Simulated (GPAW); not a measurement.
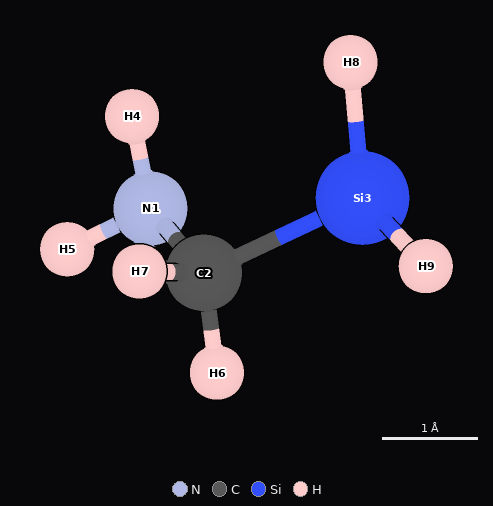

Figure 1. The structure (ball-and-stick view, seen at a tilt; atoms are numbered from 1 in the order of the input). Bond lengths as drawn: C–H 1.09 to 1.11 Å, C–N 1.46 Å, C–Si 1.90 Å, H–N 1.01 to 1.02 Å and H–Si 1.46 Å.

Property calculation, with input and output: CH6NSi

CH6NSi, multiplicity 2, SMILES NC[SiH2], computed with RPBE/real-space grid, UKS, scalar-relativistic datasets (GPAW 26.7.0).

The run did not end well. The geometry comes from this level: GFN2-xTB.

Log
```
__  _  _
 | _ |_)|_||  |
 |__||  | ||/\| - 26.7.0

units:  Angstrom and eV
cores:  1
OpenMP: False

Versions:
  Python: 3.12.14
  ASE:    3.29.0
  Numpy:  2.5.5
  Scipy:  1.18.1
  Libxc:  7.0.0

        _gpaw.cpython-312-aarch64-linux-gnu.so

Input parameters:
  mode=FD(),
  h=0.2,
  maxiter=3,
  occupations=Occupations(name='fermi-dirac', width=0.02, fixmagmom=True),
  symmetry=Symmetry(point_group=False, time_reversal=False),
  xc=XC(name='RPBE')

Diagonalizing LCAO Hamiltonian
Converting LCAO to fd mode
         .---------------------------.
        /|                           |
       / |                           |
      /  |                           |
     /   |                           |
    /    |                           |
   /     |                           |
  /      |                           |
 *       |                           |
 |       |                           |
 |       |           H               |
 |       |         SiH               |
 |       |          C                |
 |       |       HH   H              |
 |       |      H                    |
 |       |                           |
 |       .---------------------------.
 |      /                           /
 |     /                           /
 |    /                           /
 |   /                           /
 |  /                           /
 | /                           /
 |/                           /
 *---------------------------*

Atoms  # Å, Bohr magnetons
|   | symbol |        x |        y |        z |    initial magnetic moments |
|---|--------|----------|----------|----------|-----------------------------|
| 0 |      N | 4.678810 | 7.241070 | 5.199150 | ( 0.0000,  0.0000,  0.3333) |
| 1 |      C | 5.886960 | 7.125480 | 6.005010 | ( 0.0000,  0.0000,  0.3333) |
| 2 |     Si | 5.640940 | 5.797190 | 7.345300 | ( 0.0000,  0.0000,  0.3333) |
| 3 |      H | 4.500000 | 6.371190 | 4.709050 | ( 0.0000,  0.0000,  0.0000) |
| 4 |      H | 4.777550 | 7.970580 | 4.500000 | ( 0.0000,  0.0000,  0.0000) |
| 5 |      H | 6.069880 | 8.098320 | 6.467140 | ( 0.0000,  0.0000,  0.0000) |
| 6 |      H | 6.783170 | 6.894270 | 5.401170 | ( 0.0000,  0.0000,  0.0000) |
| 7 |      H | 5.297550 | 4.500000 | 6.770450 | ( 0.0000,  0.0000,  0.0000) |
| 8 |      H | 6.775220 | 5.725180 | 8.258910 | ( 0.0000,  0.0000,  0.0000) |

Unit cell  # Å
| periodic |         x |         y |         z |   lengths |    angles |
|----------|-----------|-----------|-----------|-----------|-----------|
|       no | 11.283170 |  0.000000 |  0.000000 | 11.283170 | 90.000000 |
|       no |  0.000000 | 12.598320 |  0.000000 | 12.598320 | 90.000000 |
|       no |  0.000000 |  0.000000 | 12.758910 | 12.758910 | 90.000000 |

Number of symmetries: 1
Symmetry operations  # r_c * U_cc + t_c -> r_c
|   | kind |            matrix            |
|---|------|------------------------------|
| 0 |  E   |  1, 0, 0,  0, 1, 0,  0, 0, 1 |

BZ-sampling:
  Number of BZ points: 1
  Number of IBZ points: 1

  Monkhorst-Pack size: [1, 1, 1]
  Monkhorst-Pack shift: [0, 0, 0]

K-points  # in reciprocal-cell coordinates
|   |                                coordinates |     weight |
|---|--------------------------------------------|------------|
| 0 | (  0.00000000,   0.00000000,   0.00000000) | 1.00000000 |

Uniform wave function grid shape: (np.int64(55), np.int64(63), np.int64(63))
Spin-components: 2 (collinear spins)
Bands:           16
Projectors:      33
Spin-degeneracy: 1
Datatype:        float64

  Storage: CPU
  Wave functions: 55_883_520 bytes (55_883_520 per core)

Parallelization:
  kpt:    1
  domain: 1
  band:   1

Density:
  Valence electrons: 19.0
  Components: 2
  Grid points: [56 64 64]
  Charge: 0.0  # |e|

Potential:
  Grid points: [56 64 64]

species:
  N:
    name:    Nitrogen
    Z:       7.0
    valence: 5
    core:    2
    charge:  0.0  # [|e|]
    file:    N.RPBE.gz
    compensation charges:
      type: gauss
      rc: 0.18  # [Å]
      lmax: 2
    cutoffs:
      filter: 1.11  # [Å]
      core: 0.96  # [Å]
    projectors
    | kind |    occ | energy [eV] | rcut [Å] |
    |------|--------|-------------|----------|
    |   2s |  2.000 |     -18.658 |    0.603 |
    |   2p |  3.000 |      -7.050 |    0.529 |
    |    s |        |       8.553 |    0.603 |
    |    p |        |      20.161 |    0.529 |
    |    d |        |       0.000 |    0.577 |

    Using partial waves for N as LCAO basis

  C:
    name:    Carbon
    Z:       6.0
    valence: 4
    core:    2
    charge:  0.0  # [|e|]
    file:    C.RPBE.gz
    compensation charges:
      type: gauss
      rc: 0.20  # [Å]
      lmax: 2
    cutoffs:
      filter: 1.14  # [Å]
      core: 1.14  # [Å]
    projectors
    | kind |    occ | energy [eV] | rcut [Å] |
    |------|--------|-------------|----------|
    |   2s |  2.000 |     -13.815 |    0.635 |
    |   2p |  2.000 |      -5.254 |    0.635 |
    |    s |        |      13.396 |    0.635 |
    |    p |        |      21.957 |    0.635 |
    |    d |        |       0.000 |    0.635 |

    Using partial waves for C as LCAO basis

  Si:
    name:    Silicon
    Z:       14.0
    valence: 4
    core:    10
    charge:  0.0  # [|e|]
    file:    Si.RPBE.gz
    compensation charges:
      type: gauss
      rc: 0.33  # [Å]
      lmax: 2
    cutoffs:
      filter: 1.86  # [Å]
      core: 2.06  # [Å]
    projectors
    | kind |    occ | energy [eV] | rcut [Å] |
    |------|--------|-------------|----------|
    |   3s |  2.000 |     -10.793 |    1.058 |
    |   3p |  2.000 |      -4.075 |    1.058 |
    |    s |        |      16.418 |    1.058 |
    |    p |        |      23.136 |    1.058 |
    |    d |        |       0.000 |    1.058 |

    Using partial waves for Si as LCAO basis

  H:
    name:    Hydrogen
    Z:       1.0
    valence: 1
    core:    0
    charge:  0.0  # [|e|]
    file:    H.RPBE.gz
    compensation charges:
      type: gauss
      rc: 0.15  # [Å]
      lmax: 2
    cutoffs:
      filter: 0.85  # [Å]
      core: 0.53  # [Å]
    projectors
    | kind |    occ | energy [eV] | rcut [Å] |
    |------|--------|-------------|----------|
    |   1s |  1.000 |      -6.572 |    0.476 |
    |    s |        |      20.639 |    0.476 |
    |    p |        |       0.000 |    0.476 |

    Using partial waves for H as LCAO basis

Reference energy: -10478.757149  # eV

eigensolver:
  PPCG
  Converge bands: occupied
  niter=2

density mixing:
  MSR1-Mixer
  Pratt-step length: 0.05
  Maximum mixing coefficient: 0.75
  Old densities: 10
  SVD Regularization: 0.005
  Good broyden scale: 1.0
  Trust region scale: 1.0
  Backstep threshold: 4.0
  History deletion threshold: 6.0
  Fourier metric: weight=20.0, sigma=0.015

occupation numbers:
  Fixed magnetic moment: 1.000
  Fermi-Dirac:
    width: 0.0200  # eV

FastPoissonSolver using
    Stencil: 6*3+1=19 point O(h^6) finite-difference Laplacian
    FFT axes: []
    FST axes: [np.int64(0), np.int64(1), np.int64(2)]

xc functional:
  name: RPBE with 2 nearest neighbor stencil
interpolation: tri-quintic # 5. degree polynomial

Initialization done in: 2.114 s

convergence criteria:
- Maximum [total energy] change in last 3 cyles: 0.0005 eV / valence electron
- Maximum integral of absolute [dens]ity change: 0.0001 electrons / valence electron
- Maximum integral of absolute [eigenst]ate change: 4e-08 eV^2 / valence electron
maximum number of iterations: 3

SCF iterations
|iter     |     time |      energy | eigst |  dens |  magmom |
|---------|----------|-------------|-------|-------|---------|
|iter:   1| 00:00:03 |  -44.836422 | +1.17 |       |  +0.9958|
|iter:   2| 00:00:05 |  -44.154446 | +0.03 | -0.47 |  +0.9960|
|iter:   3| 00:00:08 |  -41.049222 | +0.52 | -0.50 |  +0.9987|
gpaw.KohnShamConvergenceError
```

The run was set up as follows.

Input file (run.py)
```python
import numpy as np
from ase.io import read
from ase.units import Debye
from gpaw import GPAW

# Set up the molecule
atoms = read("mol.xyz")
atoms.center(vacuum=4.5)
atoms.set_initial_magnetic_moments([0.333333, 0.333333, 0.333333, 0.0, 0.0, 0.0, 0.0, 0.0, 0.0])

# Calculator
calc = GPAW(mode="fd",
            symmetry="off",
            maxiter=3,
            h=0.2,
            occupations={"name": "fermi-dirac", "width": 0.02, "fixmagmom": True},
            xc="RPBE",
            txt="-")
atoms.calc = calc

energy = atoms.get_potential_energy()
print(f"Energy = {energy:.5f} eV")
forces = atoms.get_forces()
print("Forces (eV/Ang)")
for symbol, f in zip(atoms.symbols, forces):
    print(f'{symbol:2} {f[0]:9.4f} {f[1]:9.4f} {f[2]:9.4f}')
dipole = atoms.get_dipole_moment() / Debye
print(f"Dipole                  {np.linalg.norm(dipole):.3f} D")
```

File mol.xyz
```
9

N     -0.922310     0.605150    -0.873760
C      0.285840     0.489560    -0.067900
Si     0.039820    -0.838730     1.272390
H     -1.101120    -0.264730    -1.363860
H     -0.823570     1.334660    -1.572910
H      0.468760     1.462400     0.394230
H      1.182050     0.258350    -0.671740
H     -0.303570    -2.135920     0.697540
H      1.174100    -0.910740     2.186000
```

Launch command:
```bash
OMP_NUM_THREADS=1 python run.py
```

What the run reported

| quantity | value |
| --- | --- |
| outcome | not converged |
| hardware | 1 thread of Arm Neoverse V1, 24 GiB of memory available, shared host |
| wall time | 8.8 s |
| peak memory | 0.75 GiB |

Diagnosis

Some settings of this run were drawn to be unusual or wrong (maxiter set to 3 (from 100)). The run did not converge. Its last values are not results.
